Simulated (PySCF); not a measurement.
# C3H9BOSi (SMILES BC[SiH2]OC=C): what the fields show

```yaml
atoms:
  - { symbol: B, position_ang: [-2.5853, -0.3948, -0.2429] }
  - { symbol: C, position_ang: [-1.8229, 0.2035, 0.9614] }
  - { symbol: Si, position_ang: [0.0012, -0.3383, 0.8313] }
  - { symbol: O, position_ang: [0.5119, 0.3437, -0.5561] }
  - { symbol: C, position_ang: [1.7029, 0.3521, -1.1792] }
  - { symbol: C, position_ang: [2.7946, -0.2789, -0.7882] }
  - { symbol: H, position_ang: [-2.9966, -1.4904, -0.1853] }
  - { symbol: H, position_ang: [-2.7331, 0.2212, -1.2269] }
  - { symbol: H, position_ang: [-1.8351, 1.2911, 1.0058] }
  - { symbol: H, position_ang: [-2.1567, -0.1753, 1.9250] }
  - { symbol: H, position_ang: [0.7630, 0.1904, 1.9711] }
  - { symbol: H, position_ang: [0.1648, -1.7953, 0.7923] }
  - { symbol: H, position_ang: [1.6791, 0.9563, -2.0793] }
  - { symbol: H, position_ang: [3.7023, -0.2131, -1.3574] }
  - { symbol: H, position_ang: [2.8055, -0.8753, 0.1064] }
```

Geometry: GFN2-xTB.

Computed with PySCF 2.14.0, PBE0/pcSseg-1, SCF density, gas phase, non-relativistic.

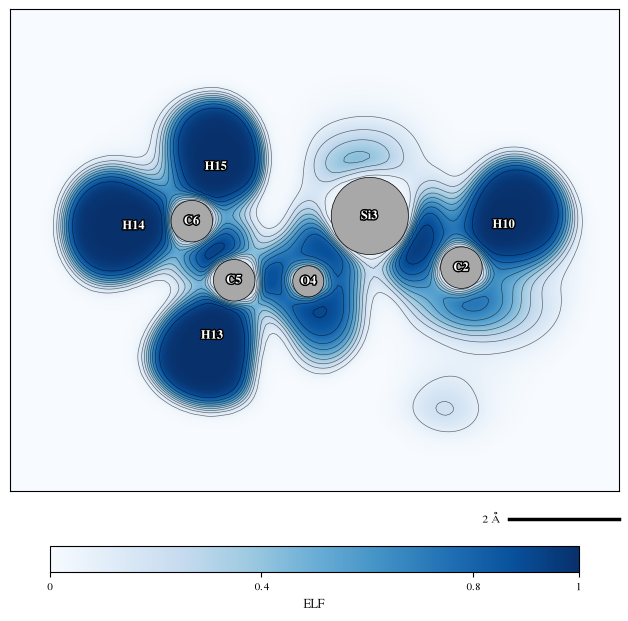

Figure 1. ELF on the plane of atoms Si3, O4 and C5. Grey discs cover the atomic cores.

Question: Read the bonding off the picture.

Answer: The section cuts through C, Si, O and H sites. C–C (1.32 Å): the ELF peaks at about 0.95 between the atoms: a multiple bond. C–O (1.34 Å): the ELF peaks at about 0.85 between the atoms: a polar covalent bond. Si–O (1.63 Å): the ELF peaks at about 0.85 between the atoms (a polar covalent bond). C–Si (1.91 Å): the ELF peaks at about 0.95 between the atoms, as expected for a shared electron pair. C–H (1.07 Å): the ELF climbs to about 1 towards the hydrogen, as it does in any bond to H: an ordinary covalent bond to hydrogen. The ELF also peaks beside O4, away from the bonds: lone-pair regions.

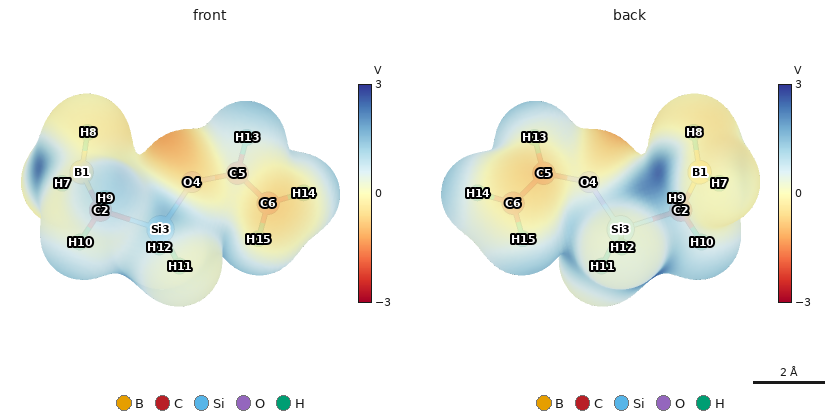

Figure 2. The electrostatic potential painted on the density surface at 0.004 e/bohr³, seen from the front and from behind; the colour scale runs from red (negative) to blue (positive).

Question: Which sites attract a positive test charge, and which a negative one?

Answer: A positive charge is drawn to the negative regions and a negative charge to the positive ones. The most negative region (about −1.1 V) lies over O4, the most positive (about +2.3 V) over B1 and Si3. O4 is the likeliest acceptor of a hydrogen bond.

Question: How polar is the molecule by this calculation?

Answer: Its dipole moment is 0.94 D.
